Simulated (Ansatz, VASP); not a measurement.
## Cross-check of Cu (Cu(100)) between VASP and Ansatz

Aim: how closely do two programs agree when they are given the same cell, functional and k mesh?

Calculated with Ansatz 0.2.0; plane waves, with VASP 6.6.1 beside it; single point at PBE.

## 1. Starting point

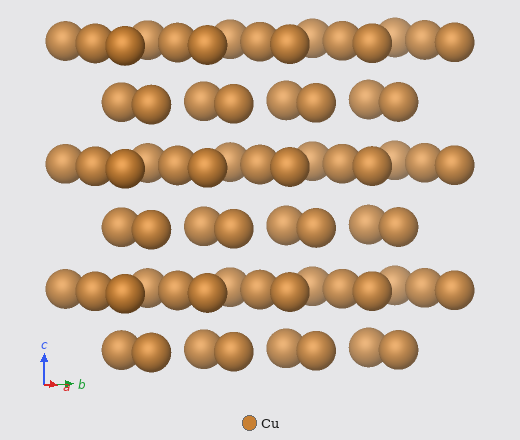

The starting structure, seen from the side, with the c axis up (copper orange). 2×4×1 cells are drawn. Some periodic images of atoms are drawn too.

The cell holds 6 atoms: 6 Cu. Its edges and angles: a = 2.566 Å, b = 2.566 Å, c = 24.071 Å, α = 90.0°, β = 90.0°, γ = 90.0°. It derives from Cu. As first built, before any earlier steps moved the atoms: 6 layers of fcc Cu, cut at this functional's lattice. Vacuum lies along c.

## 2. Ansatz: single point, PBE

Ansatz runs on its default PAW (the set named soft_2) files.

A single point gives forces, pressure and levels at one fixed geometry, so differences don't come from the geometry; what else differs is listed under the comparison.

input.yaml reads:

```yaml
crystal:
  lattice:
    - [2.5656253229, 0.0, 0.0]
    - [0.0, 2.5656253229, 0.0]
    - [0.0, 0.0, 24.070855319]
  atoms:
    - { symbol: Cu, position: [0.5, 0.5, 0.312390471] }
    - { symbol: Cu, position: [0.0, 0.0, 0.3858768292] }
    - { symbol: Cu, position: [0.5, 0.5, 0.4619213656] }
    - { symbol: Cu, position: [0.0, 0.0, 0.5380786344] }
    - { symbol: Cu, position: [0.5, 0.5, 0.6141231708] }
    - { symbol: Cu, position: [0.0, 0.0, 0.687609529] }
hamiltonian:
  xc: pbe
  pseudopotentials: { kind: paw }
kpoints:
  mp_grid: { grid: [13, 13, 1] }
scf:
  occupations: { method: methfessel_paxton, width: 0.15 }
  n_extra_bands: 5
efield:
  axis: 3
  dipole_correction: true
  ramp_width: 0.04
output:
  forces: true
  eigenvalues: true
  write_density: true
  write_potential: true
  elf: true
  volumetric_format: npy
```

The run is started by

```console
$ ansatz run input.yaml --threads 4 --pin off --max-ram 9216MiB --backend cpu --events-out ev --progress --plain --runs-dir out
```

Numbers of over 12 decimals in the logs are rounded to 6 here.

The program printed:

```text
scf.n_extra_bands = 5 over 57 filled bands (N_el = 114.0): the run solves 62 bands
Engine: ansatz 0.2.0, aarch64-unknown-linux-gnu
Pseudopotentials: kind: paw
Pseudopotential: Cu, paw, valence charge 19, recommended cutoff 420 eV (normal), Cu.paw.azcp
Functional definition: PBE
  parameter kappa = 0.804
  parameter beta = 0.066725
  exchange = pbe_x(kappa = kappa, mu = beta*pi^2/3)
  correlation = pbe_c(beta = beta)
Crystal: 6 atoms, lattice volume = 158.445 Å³
Basis set: ecut = 420 eV, 3133 PW (Γ), exchange–correlation on 36×36×324 points (8 copies of the dense FFT grid, shifted against one another)
Bands: 62, of which v1, the nominal top of the filled ones, is band 57 counted from 1 (56 counted from 0)
Symmetry: 8 space group operations
k-points: 28 of 169
Non-local potential: Cu, projectors of the file, l = 0: 3, l = 1: 2, l = 2: 3, l = 3: 1
PAW form: soft (Blöchl's): semilocal exchange-correlation on the pseudo side does not see the compensation charge
PAW one-centre angular grid: Cu, 590 points (default); XC on 64 Gauss nodes
Initial density: superposition of atomic densities (neutral atoms: chi_scale 0, normalization atom), corrected by the library's trained network
Initial wavefunctions: pseudopotential atomic-orbital guess
Functional: x = pbe(κ = 0.804, μ = 0.219515), c = pbe(β = 0.066725)
SCF iter   1: F=—  HF=-39749.838138 eV  |F-HF|=—  |Δ(HF+E_count)|=         —  Δρ=1.97e-3  dr2=3.37e-2  ethr=1.77e-3  p=0.000 e·Å  D=4.11e-13 V/Å  ΔV_dip=-0.00 eV  dr2_dipole=1.13e-9  V_vac-E_F(+/−)=4.42/4.42 eV  ⟨swp⟩=6.2  Hψ=6823  notcnv=0
efield: sawtooth ramp at fractional position 0.9800 (placed from the atoms, in the widest stretch of the axis that holds none; the zero of the levels goes with the place), width 0.0400; the density the first Hamiltonian is built on has a dipole p = 0.000 e·Å; the dipole correction subtracts the counter field D = 4.11e-13 V/Å, which shifts the + side's vacuum level by -0.00 eV against the − side's; the planar-averaged density in the ramp window peaks in size at 6.0e-5 e/Å³
preconditioner: auto → LDOS  [insulator: Δε(μ)=0.101 eV  Ē_g=5.696 eV  σ=0.150 eV  W_gap=0.54  n_scr=46 (ndim 8)  ℏωp=24.0 eV  f_vac=0.511  D(μ)=1.39/eV (n_scr^D=8)  ε∞_Penn≈18.7  β→1.0]
SCF iter   2: F=—  HF=-39749.840224 eV  |F-HF|=—  |Δ(HF+E_count)|=   2.09e-3  S|Δr|=    0.00e0  Δρ=2.26e-3  dr2=1.15e-2  ethr=2.95e-5  p=-0.000 e·Å  D=-8.91e-5 V/Å  ΔV_dip=0.00 eV  dr2_dipole=5.18e-8  V_vac-E_F(+/−)=4.53/4.53 eV  ⟨swp⟩=2.2  Hψ=3328  notcnv=0
SCF iter   3: F=—  HF=-39749.839477 eV  |F-HF|=—  |Δ(HF+E_count)|=   7.47e-4  S|Δr|=    0.00e0  Δρ=1.49e-3  dr2=2.12e-3  ethr=1.01e-5  p=0.000 e·Å  D=4.75e-5 V/Å  ΔV_dip=-0.00 eV  dr2_dipole=1.23e-7  V_vac-E_F(+/−)=4.49/4.50 eV  ⟨swp⟩=2.0  Hψ=2618  notcnv=0
SCF iter   4: F=—  HF=-39749.839099 eV  |F-HF|=—  |Δ(HF+E_count)|=   3.78e-4  S|Δr|=    0.00e0  Δρ=3.80e-4  dr2=1.76e-4  ethr=1.86e-6  p=0.000 e·Å  D=2.06e-5 V/Å  ΔV_dip=-0.00 eV  dr2_dipole=3.08e-8  V_vac-E_F(+/−)=4.49/4.49 eV  ⟨swp⟩=2.2  Hψ=2783  notcnv=0
SCF iter   5: F=—  HF=-39749.839093 eV  |F-HF|=—  |Δ(HF+E_count)|=   6.55e-6  S|Δr|=    0.00e0  Δρ=9.18e-5  dr2=8.43e-6  ethr=1.55e-7  p=0.000 e·Å  D=3.55e-7 V/Å  ΔV_dip=-0.00 eV  dr2_dipole=1.64e-8  V_vac-E_F(+/−)=4.49/4.49 eV  ⟨swp⟩=2.8  Hψ=2813  notcnv=0
SCF iter   6: F=—  HF=-39749.839099 eV  |F-HF|=—  |Δ(HF+E_count)|=   6.27e-6  S|Δr|=    0.00e0  Δρ=6.44e-5  dr2=4.96e-6  ethr=7.39e-9  p=0.000 e·Å  D=8.00e-6 V/Å  ΔV_dip=-0.00 eV  dr2_dipole=2.18e-8  V_vac-E_F(+/−)=4.49/4.50 eV  ⟨swp⟩=3.2  Hψ=3771  notcnv=0
SCF iter   7: F=—  HF=-39749.839102 eV  |F-HF|=—  |Δ(HF+E_count)|=   2.48e-6  S|Δr|=    0.00e0  Δρ=3.14e-5  dr2=1.10e-6  ethr=4.35e-9  p=0.000 e·Å  D=3.18e-6 V/Å  ΔV_dip=-0.00 eV  dr2_dipole=2.99e-12  V_vac-E_F(+/−)=4.50/4.50 eV  ⟨swp⟩=2.0  Hψ=2243  notcnv=0
SCF iter   8: F=—  HF=-39749.839103 eV  |F-HF|=—  |Δ(HF+E_count)|=   1.16e-6  S|Δr|=    0.00e0  Δρ=8.56e-6  dr2=1.26e-7  ethr=9.69e-10  p=0.000 e·Å  D=3.63e-6 V/Å  ΔV_dip=-0.00 eV  dr2_dipole=1.02e-9  V_vac-E_F(+/−)=4.50/4.50 eV  ⟨swp⟩=2.0  Hψ=2597  notcnv=0
SCF iter   9: F=-39749.839103 eV  HF=-39749.839103 eV  |F-HF|=1.56e-8  |Δ(HF+E_count)|=   3.75e-7  S|Δr|=    0.00e0  Δρ=2.29e-6  dr2=8.30e-9  ethr=8.77e-11  p=0.000 e·Å  D=8.42e-8 V/Å  ΔV_dip=-0.00 eV  dr2_dipole=1.57e-11  V_vac-E_F(+/−)=4.50/4.50 eV  ⟨swp⟩=13.6  Hψ=14717  notcnv=0
SCF 1 converged in 9 iterations: F = -39749.839103 eV  dr2 = 8.30e-9
  greatest PAW one-centre occupation: 1.000 electrons in one spin orbital (limit 2), on the Cu atom at site 0 (counted from 0), in its partial waves of l = 0
WARN: The output density's exchange-correlation potential varies sharply where the density is thin. Do not read a vacuum level from v_tot or v_xc, or from such a field of the output density. On a cell that repeats whose density bears no net charge and no dipole along the vacuum's axis use v_es (v_loc + v_h of the components); under efield.dipole_correction with no amplitude use v_es + v_field, which holds any externa [...]
SCF converged after 9 iterations
Stability not checked: this state was not tested for a lower state beside it, because cold or Methfessel-Paxton smearing, or corrected tetrahedra, fill the levels in a way that the test cannot read (fill_not_monotonic; see scf.lower_state_search)
Free energy (F): -39749.839103 eV
Harris-Foulkes:  -39749.839103 eV  (|F-HF|=1.56e-8)
Internal energy: -39749.840902 eV  (E = F + TS)
E sigma→0 (E₀):  -39749.839553 eV
Entropy (-TS):   0.001799 eV (0.300 meV/atom)
Fermi energy:    5.058401 eV
Dipole field:    D = -0.000006 V/Å  (p = -0.000005 e·Å, saw-weighted, corrected)
Work function:   Φ+ = 4.4972 eV   Φ− = 4.4971 eV
Levels:          The Fermi level and band energies are counted from a zero that moves with the ramp; work functions are not
--- Per-component energies (eV) ---
  E_band       = -3472.136619
  E_kinetic    = 1797.617872
  E_local      = -243380.289153  (includes V_loc(G=0)·N_el)
  E_nonlocal   = 2347.414486
  E_hartree    = 119588.835934
  E_xc         = -533.794950
  E_vxc        = -688.522731  (∫ρ·V_xc dr)
  E_paw        = -9985.333747  (= ΣΔE_a)
  E_vpaw       = -2726.058578  (= ΣTr[D̂ρ^β])
  E_aug_tail   = 0.001699  (compensation charges beyond the density's cutoff)
  E_efield     = 0.000000  (sawtooth field / dipole correction)
  E_vefield    = 0.000000  (∫n·V_field dr)
  E_ewald      = 90415.706957
  E_smearing   = 0.001799  (= −TS)
  E_closure    = -0.000000  (closes the sum)
  Σ components = -39749.839103   (vs F -39749.839103, Δ=0.00e0)
--- Forces (eV/Å), atoms counted from 1 ---
  atom   1  Cu     0.00000000     0.00000000     0.02811350
  atom   2  Cu    -0.00000000     0.00000000     0.00309473
  atom   3  Cu     0.00000000     0.00000000    -0.00964852
  atom   4  Cu     0.00000000     0.00000000     0.00964696
  atom   5  Cu     0.00000000     0.00000000    -0.00309606
  atom   6  Cu     0.00000000     0.00000000    -0.02809334
  max |Σ_I F_I| component: 1.73e-5 eV/Å
--- Band table (eV; the first three rows and the last of 28) ---
  k-point 0: bands = [... 53 lower, 3.5101, 3.5676, 3.6115, 3.6146, 3.6172, 3.6172, 5.2695, 6.2885, ... 1 higher]
  k-point 1: bands = [... 53 lower, 3.4277, 3.5422, 3.5523, 3.5899, 3.6408, 3.9392, 5.5295, 6.5932, ... 1 higher]
  k-point 2: bands = [... 53 lower, 3.4297, 3.4937, 3.4980, 3.6010, 3.6267, 4.4960, 6.1487, 7.3478, ... 1 higher]
  k-point 27: bands = [... 53 lower, 3.9318, 6.6056, 7.2350, 7.7998, 8.4700, 9.4088, 10.2058, 11.2429, ... 1 higher]
```

It took 10 s on 4 threads of Arm Neoverse V2, shared host; peak memory 0.62 GiB.

In the SCF lines HF is the Harris–Foulkes energy and dr2 the Hartree energy of the density residual, in eV; the loop may stop once dr2 is under the threshold and the program's other checks hold. Hψ counts applications of the Hamiltonian.

## 3. VASP: single point, PBE

The same cell, functional, mesh and smearing now go to VASP, with its own data sets and cutoff.

Lines of VASP's logs that name or quote its potential files are left out, and so is its time.

INCAR reads:

```
SYSTEM = Cu
PREC = Normal
ENCUT = 330
EDIFF = 1E-06
NELM = 120
ISMEAR = 1
SIGMA = 0.15
LREAL = .FALSE.
ALGO = Fast
GGA = PE
NBANDS = 40
LASPH = .TRUE.
LORBIT = 11
LWAVE = .FALSE.
LCHARG = .FALSE.
KPAR = 4
IDIPOL = 3
LDIPOL = .TRUE.
DIPOL = 0.5 0.5 0.5
LVHAR = .TRUE.
LVACPOTAV = .TRUE.
```

POSCAR reads:

```
Cu
1.0
    2.5656253229      0.0000000000      0.0000000000
    0.0000000000      2.5656253229      0.0000000000
    0.0000000000      0.0000000000     24.0708553190
Cu
6
Direct
    0.5000000000      0.5000000000      0.3123904710
    0.0000000000      0.0000000000      0.3858768292
    0.5000000000      0.5000000000      0.4619213656
    0.0000000000      0.0000000000      0.5380786344
    0.5000000000      0.5000000000      0.6141231708
    0.0000000000      0.0000000000      0.6876095290
```

KPOINTS reads:

```
Automatic mesh
0
Gamma
13 13 1
0 0 0
```

PAW data sets: Cu (PBE family, release 64).

The run is started by

```console
$ mpirun -np 4 vasp_std
```

The program printed:

```text
[banner, memory and clock lines left out]
running    4 mpi-ranks, on    1 nodes
 distrk:  each k-point on    1 cores,    4 groups
 distr:  one band on    1 cores,    1 groups

 POSCAR found type information on POSCAR Cu
 POSCAR found :  1 types and       6 ions
 LDA part: xc-table for (Slater+PW92), standard interpolation
 POSCAR, INCAR and KPOINTS ok, starting setup
 FFT: planning ... GRIDC
 FFT: planning ... GRID_SOFT
 FFT: planning ... GRID
 WAVECAR not read
 entering main loop
       N       E                     dE             d eps       ncg     rms          rms(c)
DAV:   1     0.510438858308E+03    0.51044E+03   -0.22598E+04  2240   0.165E+03
DAV:   2     0.225036954868E+02   -0.48794E+03   -0.47307E+03  2240   0.377E+02
DAV:   3    -0.246753839603E+02   -0.47179E+02   -0.43955E+02  2376   0.171E+02
DAV:   4    -0.260339616960E+02   -0.13586E+01   -0.13521E+01  2528   0.365E+01
DAV:   5    -0.260702753373E+02   -0.36314E-01   -0.36300E-01  2656   0.454E+00    0.177E+01
RMM:   6    -0.230681451455E+02    0.30021E+01   -0.53840E+01  2377   0.956E+01    0.952E+00
RMM:   7    -0.212367654643E+02    0.18314E+01   -0.11045E+01  2300   0.469E+01    0.167E+00
RMM:   8    -0.212712433292E+02   -0.34478E-01   -0.71265E-01  2410   0.623E+00    0.156E+00
RMM:   9    -0.212357639497E+02    0.35479E-01   -0.23709E-01  2461   0.532E+00    0.269E-01
RMM:  10    -0.212374483762E+02   -0.16844E-02   -0.74681E-02  2829   0.198E+00    0.227E-01
RMM:  11    -0.212363097022E+02    0.11387E-02   -0.10894E-02  2482   0.770E-01    0.880E-02
RMM:  12    -0.212360586730E+02    0.25103E-03   -0.34928E-03  2536   0.579E-01    0.751E-02
RMM:  13    -0.212360799043E+02   -0.21231E-04   -0.13946E-03  2622   0.303E-01    0.529E-02
RMM:  14    -0.212360276743E+02    0.52230E-04   -0.46126E-04  2558   0.184E-01    0.145E-02
RMM:  15    -0.212361423820E+02   -0.11471E-03   -0.27648E-04  2541   0.134E-01    0.263E-02
RMM:  16    -0.212362270585E+02   -0.84676E-04   -0.14333E-04  2452   0.136E-01    0.206E-02
RMM:  17    -0.212362463297E+02   -0.19271E-04   -0.64269E-05  2458   0.752E-02    0.706E-03
RMM:  18    -0.212362756347E+02   -0.29305E-04   -0.25947E-05  2498   0.324E-02    0.208E-03
RMM:  19    -0.212362962377E+02   -0.20603E-04   -0.85798E-06  2106   0.237E-02    0.598E-03
RMM:  20    -0.212363011035E+02   -0.48659E-05   -0.25313E-06  1637   0.178E-02    0.227E-03
RMM:  21    -0.212363111835E+02   -0.10080E-04   -0.14467E-06  1558   0.110E-02    0.179E-03
RMM:  22    -0.212363153645E+02   -0.41809E-05   -0.80213E-07  1475   0.101E-02    0.687E-04
RMM:  23    -0.212363158211E+02   -0.45662E-06   -0.19209E-07  1369   0.439E-03
|                                                                             |
|           W    W    AA    RRRRR   N    N  II  N    N   GGGG   !!!           |
|           W    W   A  A   R    R  NN   N  II  NN   N  G    G  !!!           |
|           W    W  A    A  R    R  N N  N  II  N N  N  G       !!!           |
|           W WW W  AAAAAA  RRRRR   N  N N  II  N  N N  G  GGG   !            |
|           WW  WW  A    A  R   R   N   NN  II  N   NN  G    G                |
|           W    W  A    A  R    R  N    N  II  N    N   GGGG   !!!           |
|                                                                             |
|     Did not find any points to average over, which means that no vacuum     |
|     field-free region was found. Please increase the size of  your cell     |
|     in the dimension of the dipole correction to obtain accurate            |
|     workfunction values.                                                    |
|                                                                             |

   1 F= -.21236316E+02 E0= -.21236786E+02  d E =0.141117E-02
|                                                                             |
|           W    W    AA    RRRRR   N    N  II  N    N   GGGG   !!!           |
|           W    W   A  A   R    R  NN   N  II  NN   N  G    G  !!!           |
|           W    W  A    A  R    R  N N  N  II  N N  N  G       !!!           |
|           W WW W  AAAAAA  RRRRR   N  N N  II  N  N N  G  GGG   !            |
|           WW  WW  A    A  R   R   N   NN  II  N   NN  G    G                |
|           W    W  A    A  R    R  N    N  II  N    N   GGGG   !!!           |
|                                                                             |
|     Did not find any points to average over, which means that no vacuum     |
|     field-free region was found. Please increase the size of  your cell     |
|     in the dimension of the dipole correction to obtain accurate            |
|     workfunction values.                                                    |
|                                                                             |
```

OUTCAR, selected parts (step 3):

```text
ion  position               nearest neighbor table
   1  0.500  0.500  0.312-   2 2.53   2 2.53   2 2.53   2 2.53
   2  0.000  0.000  0.386-   1 2.53   1 2.53   1 2.53   1 2.53   3 2.58   3 2.58   3 2.58   3 2.58

  LATTYP: Found a simple tetragonal cell.
 ALAT       =     2.5656253229
 C/A-ratio  =     9.3820617937

 Subroutine GETGRP returns: Found 16 space group operations
 (whereof  8 operations were pure point group operations)

The static configuration has the point symmetry C_4v.
 The point group associated with its full space group is D_4h.

 Found     28 irreducible k-points:

   k-points           NKPTS =     28   k-points in BZ     NKDIM =     28   number of bands    NBANDS=     40

   dimension x,y,z NGX =    12 NGY =   12 NGZ =  108
   dimension x,y,z NGXF=    24 NGYF=   24 NGZF=  216

   ENCUT  =  330.0 eV  24.25 Ry    4.92 a.u.   3.80  3.80 35.65*2*pi/ulx,y,z

   NELECT =      66.0000    total number of electrons

 k-points in reciprocal lattice and weights: Automatic mesh
   0.00000000  0.00000000  0.00000000       0.006
   0.07692308  0.00000000  0.00000000       0.024
   0.15384615  0.00000000  0.00000000       0.024
   0.23076923  0.00000000  0.00000000       0.024
   0.30769231  0.00000000  0.00000000       0.024
   0.38461538  0.00000000  0.00000000       0.024
   0.46153846  0.00000000  0.00000000       0.024
   0.07692308  0.07692308  0.00000000       0.024
   0.15384615  0.07692308  0.00000000       0.047
[...]
0.46153846  0.38461538  0.00000000       0.047
   0.46153846  0.46153846  0.00000000       0.024

 dipolmoment           0.000000      0.000000      0.000000 electrons x Angstroem

 average (electrostatic) potential at core
       1 -69.9124       2 -70.3240       3 -70.3077       4 -70.3077       5 -70.3240
       6 -69.9124

 E-fermi :   0.9622

 k-point     1 :       0.0000    0.0000    0.0000
  band No.  band energies     occupation
    ...
     31      -0.5179      2.00000
     32      -0.5179      2.00000
     33      -0.5161      2.00000
     34      -0.5161      2.00000
     35      -0.5150      2.00000
     36       1.1877     -0.05500
     37       2.2192     -0.00000
     38       5.1534      0.00000
     39       5.4335      0.00000
     40       6.5668      0.00000

 k-point     2 :       0.0769    0.0000    0.0000
  band No.  band energies     occupation
    ...
     31      -0.5892      2.00000
     32      -0.5776      2.00000
     33      -0.5394      2.00000
     34      -0.4915      2.00000
     35      -0.1601      2.00000
     36       1.4436     -0.00006
     37       2.5188     -0.00000
     38       5.2928      0.00000
     39       5.5645      0.00000
     40       6.7058      0.00000

 k-point     3 :       0.1538    0.0000    0.0000
  band No.  band energies     occupation
    ...
     31      -0.6352      2.00000
     32      -0.6319      2.00000
     33      -0.5306      2.00000
     34      -0.5056      2.00000
     35       0.3962      2.00000
     36       2.0582     -0.00000
     37       3.2657     -0.00000
     38       5.7108      0.00000
     39       5.9548      0.00000
     40       7.1226      0.00000

  Total       -1.1974872     -1.1974872     -0.0470997      0.0000000      0.0000000      0.0000000
  in kB      -12.1088656    -12.1088656     -0.4762676      0.0000000      0.0000000      0.0000000
  external PRESSURE =      -8.2313330 kB  Pullay stress =       0.0000000 kB

  energy-cutoff  :      330.00
  volume of cell :      158.44
      direct lattice vectors                 reciprocal lattice vectors
     2.565625323  0.000000000  0.000000000     0.389768526  0.000000000  0.000000000
     0.000000000  2.565625323  0.000000000     0.000000000  0.389768526  0.000000000
     0.000000000  0.000000000 24.070855319     0.000000000  0.000000000  0.041544016

 POSITION                                       TOTAL-FORCE (eV/Angst)
 -----------------------------------------------------------------------------------
      1.28281      1.28281      7.51951        -0.000000     -0.000000      0.002756
      0.00000      0.00000      9.28839        -0.000000      0.000000     -0.008893
      1.28281      1.28281     11.11884         0.000000      0.000000      0.010216
      0.00000      0.00000     12.95201        -0.000000      0.000000     -0.010216
      1.28281      1.28281     14.78247         0.000000     -0.000000      0.008893
      0.00000      0.00000     16.55135        -0.000000      0.000000     -0.002756
 -----------------------------------------------------------------------------------
    total drift:                                0.000000      0.000000      0.000000

  FREE ENERGIE OF THE ION-ELECTRON SYSTEM (eV)
  ---------------------------------------------------
  free  energy   TOTEN  =       -21.2363158211 eV

  energy  without entropy=      -21.2377269915  energy(sigma->0) =      -21.23678621

 total charge
# of ion       s       p       d       tot
------------------------------------------
    1        0.444   0.261   9.204   9.909
    2        0.442   0.375   9.172   9.989
    3        0.440   0.370   9.167   9.976
    4        0.440   0.370   9.167   9.976
    5        0.442   0.375   9.172   9.989
    6        0.444   0.261   9.204   9.909
--------------------------------------------------
tot          2.651   2.012  55.085  59.748

[... 3 further parts left out ...]
```

## 4. Side by side

Known differences besides the PAW data sets themselves: the data sets hold 114 valence electrons in Ansatz (default PAW (the set named soft_2) files) and 66 in VASP; the cutoff is 420 eV in Ansatz and 330 eV in VASP (PREC = Normal). Total energies have different zeros and are not compared.

The two programs side by side:

```csv
quantity,Ansatz,VASP,difference
"work function, lower of the two faces (eV)",4.50,4.48,+0.02
"work function, higher of the two faces (eV)",4.50,4.48,+0.02
```

At this near-relaxed geometry the largest component of a force difference is 25 meV/Å.

## 5. Results

```yaml
difference_in_work_function_lower_of_the_two_faces_single_point_pbe: 0.018 eV
r_m_s_force_difference_single_point_pbe: 11 meV/Å
```

In words: The r.m.s. force difference is 11 meV/Å (single point, PBE), at about the 12 meV/Å picked in this series as the mark of a large difference. How closely two codes agree says nothing of how well the functional describes the real material.

[Lines on the potential files, build, host, timing and source positions are cut from VASP's logs without a mark.]

[Logs are printed without paths, hosts, clocks, repeated set-up lines and the standing remarks that a program may print on its own settings, such as how far it seeks lower states.]

[Hosts, paths, dates, database ids (printed as entryN), source tags and the programs' standing remarks are cut or masked in the printed files.]
